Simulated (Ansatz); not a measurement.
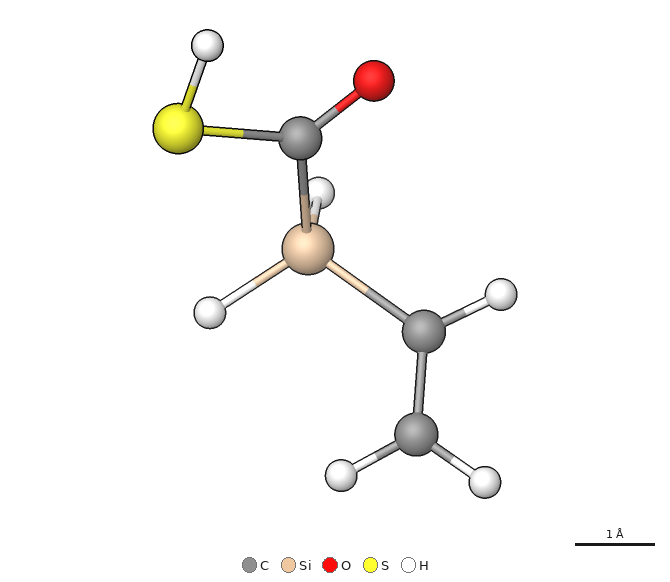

> Which formula does it have?

C3H6OSSi, 12 atoms: 3 carbon, 6 hydrogen, 1 oxygen, 1 sulfur and 1 silicon.

> What is its SMILES?

C=C[SiH2]C(=O)S

The parts below concern this one geometry. Atoms keep their numbers from picture to picture. Computed geometry: PBE0-D4/def2-TZVP optimisation. No frequency run is at hand to confirm it as a minimum.

Geometry

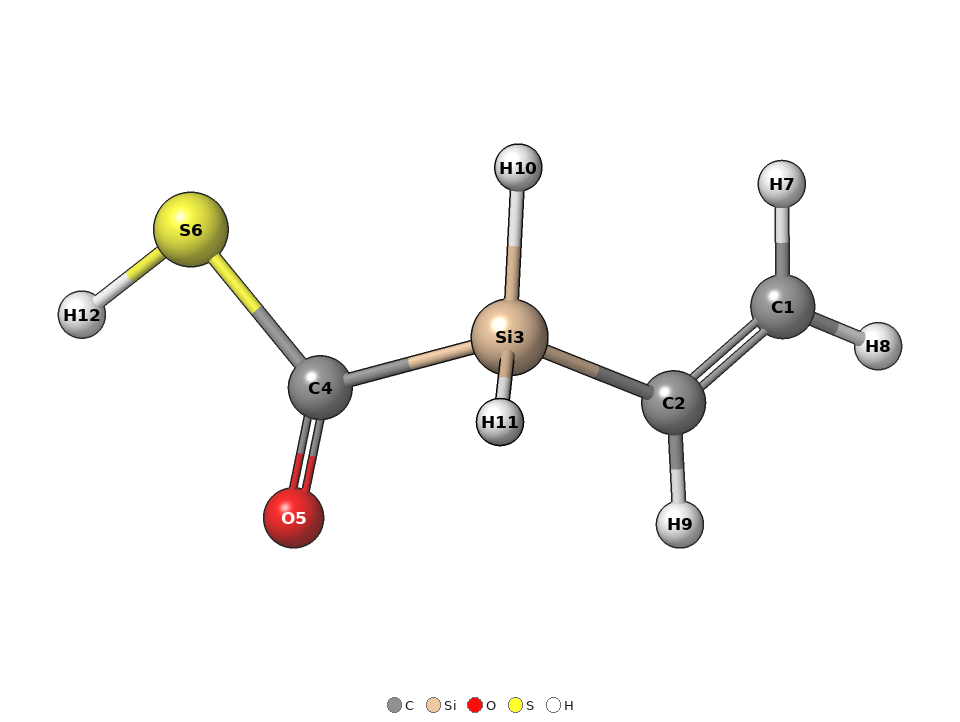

No frequency run is at hand to confirm it as a minimum.

> How are the neighbours of atom 4 arranged?

C4 has 3 neighbours (Si3 at 1.93, O5 at 1.20, S6 at 1.79 Å); the arrangement is trigonal planar.

> What is the geometry at C2?

C2 has 3 neighbours (C1 at 1.33, Si3 at 1.85, H9 at 1.09 Å); the arrangement is trigonal planar.

> What is the geometry at Si3?

Si3 has 4 neighbours (C2 at 1.85, C4 at 1.93, H10 at 1.49, H11 at 1.49 Å); the arrangement is tetrahedral.

> How are the neighbours of atom 1 arranged?

C1 has 3 neighbours (C2 at 1.33, H7 at 1.09, H8 at 1.09 Å); the arrangement is trigonal planar.

> What is the dihedral angle C1–C2–Si3–C4?

121° in size, that is anticlinal.

Charges

The questions are on Mulliken charges. No frequency run is at hand to confirm it as a minimum. Method: RKS ωB97M-V/def2-TZVPP (Ansatz 0.2.0).

> Which atom carries the highest charge (most positive or least negative)?

Si3 (0.27 e).

> And the lowest?

O5 (−0.28 e).

Give the Mulliken charges atom by atom.

```tsv
atom	value (e)
C1	−0.17
C2	−0.24
Si3	0.27
C4	0.09
O5	−0.28
S6	−0.10
H7	0.10
H8	0.12
H9	0.11
H10	−0.01
H11	−0.01
H12	0.12
```

Levels of theory compared

No frequency run is at hand to confirm it as a minimum. Program: Ansatz 0.2.0.

At this fixed geometry, give HOMO–LUMO gap (eV) at these levels: B3LYP-D4/def2-TZVPP; PBE-D4/def2-TZVPP; PBE0-D4/def2-TZVPP; r2SCAN-D4/def2-TZVPP; ωB97M-V/def2-TZVPP; ωB97X-V/def2-TZVPP.

```tsv
level	HOMO–LUMO gap (eV)
B3LYP-D4/def2-TZVPP	5.30
PBE-D4/def2-TZVPP	3.41
PBE0-D4/def2-TZVPP	5.72
r2SCAN-D4/def2-TZVPP	3.80
ωB97M-V/def2-TZVPP	10.08
ωB97X-V/def2-TZVPP	10.27
```

Dipole moment

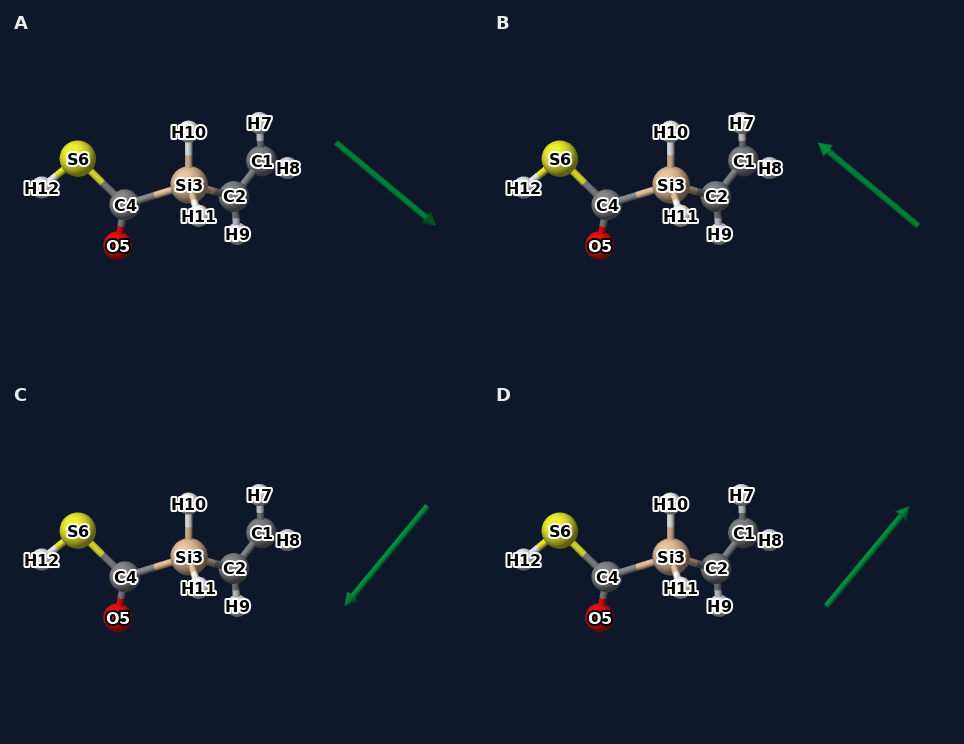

The same molecule four times, each with an arrow. No frequency run is at hand to confirm it as a minimum. Method: RKS B3LYP-D4/def2-TZVPP (Ansatz 0.2.0).

> Which arrow points along the dipole moment, from the negative to the positive end?

D. The dipole moment is 1.71 D; it points from the side of O5, H12 to the side of H7 (the outermost atoms at the two ends).

Mulliken values depend strongly on the basis set and can even reverse the polarity of a bond.
